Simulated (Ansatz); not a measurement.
The calculation's input:

```
crystal:
  periodic: [false, false, false]
  atoms:
    - { symbol: Si, position_ang: [0.221497, 0.0, 0.02452] }
    - { symbol: Cl, position_ang: [0.778459, 0.0, 2.040682] }
    - { symbol: H, position_ang: [1.600619, 0.0, -0.433942] }
    - { symbol: Cl, position_ang: [-0.839887, 1.676179, -0.48973] }
    - { symbol: Cl, position_ang: [-0.839887, -1.676179, -0.48973] }
basis:
  gaussian: { orbitals: def2-SVP }
hamiltonian:
  xc: b3lyp
relax:
  f_tol: 0.03
  max_steps: 50
output:
  orbitals: {}
```

Run with:

```sh
ansatz run input.yaml --threads 1 --pin off --max-ram 2048MiB --backend cpu --events-out ev --progress --plain --runs-dir out
```

The fields are those of the run's last geometry, not of the input's.

All numbers below come from Ansatz, RKS B3LYP/def2-SVP.

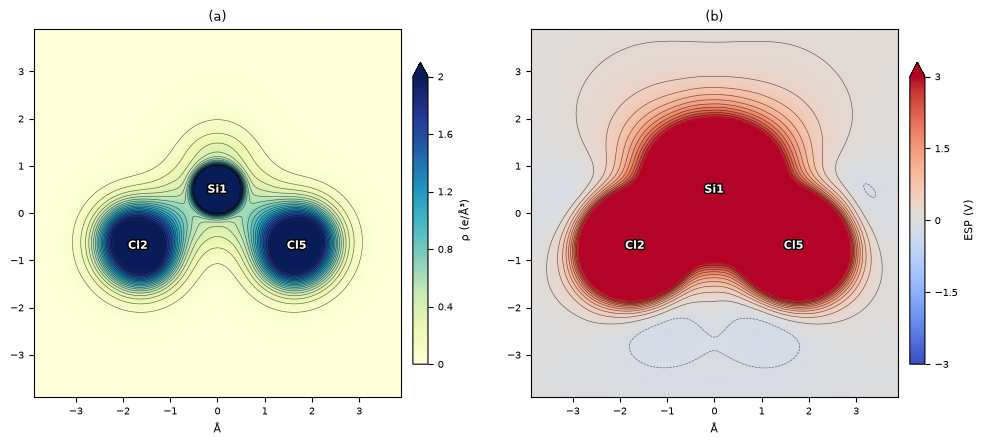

Cl₃HSi. (a) electron density; (b) molecular electrostatic potential on the plane of atoms Cl2, Si1 and Cl5.

### What does the map show?

- The section cuts through Si and Cl sites.
- Si–Cl (2.06 Å): ρ is about 0.87 e/Å³ halfway.
- The potential has no marked negative region in this plane.
